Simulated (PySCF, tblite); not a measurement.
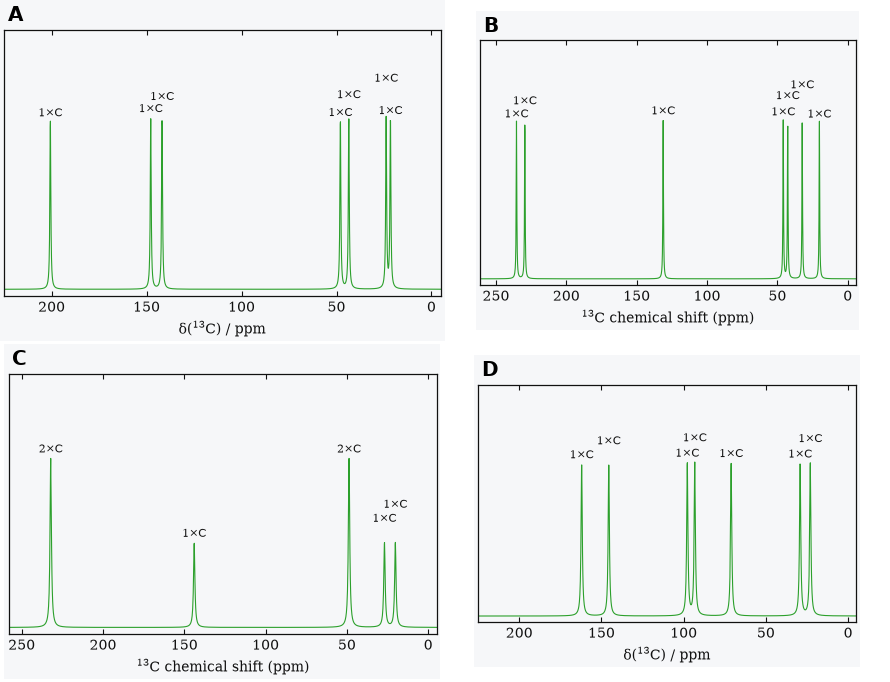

GIAO shifts, PBE0/pcSseg-1 in PySCF, at a GFN2-xTB geometry (a minimum by its frequencies), against TMS for ¹³C computed at the same level. Gas phase, fully decoupled, line heights follow the number of nuclei, widths are arbitrary (no quadrupolar broadening); values of one conformer, averaged over methyl-type rotors and exact or near symmetry; other conformers aren't averaged in.

> Which panel belongs to which molecule?
1. C₇H₁₀F⁺, SMILES C[C@H]1C[CH+]C=C(F)C1
2. C₇H₁₁⁺, SMILES C[C@@H]1CC=C[CH+]C1
3. C₇H₆O₂, SMILES C#C[C@]1(C)C=C1OC=O
4. C₇H₁₄N⁺, SMILES C=C(C)C(C)=[N+](C)C

A: 4 (200.7 (1 C), 147.8 (1 C), 141.8 (1 C), 48.0 (1 C), 43.5 (1 C), 23.9 (1 C), 21.6 (1 C) ppm)
B: 1 (235.4 (1 C), 229.5 (1 C), 131.2 (1 C), 45.9 (1 C), 42.7 (1 C), 32.4 (1 C), 20.2 (1 C) ppm)
C: 2 (232.2 (2 C), 143.9 (1 C), 48.7 (2 C), 26.9 (1 C), 20.2 (1 C) ppm)
D: 3 (162.1 (1 C), 145.6 (1 C), 97.8 (1 C), 93.3 (1 C), 71.1 (1 C), 29.2 (1 C), 23.0 (1 C) ppm)

Limits of at least one run: the tight-binding geometry is rougher than a DFT one and adds to the error.
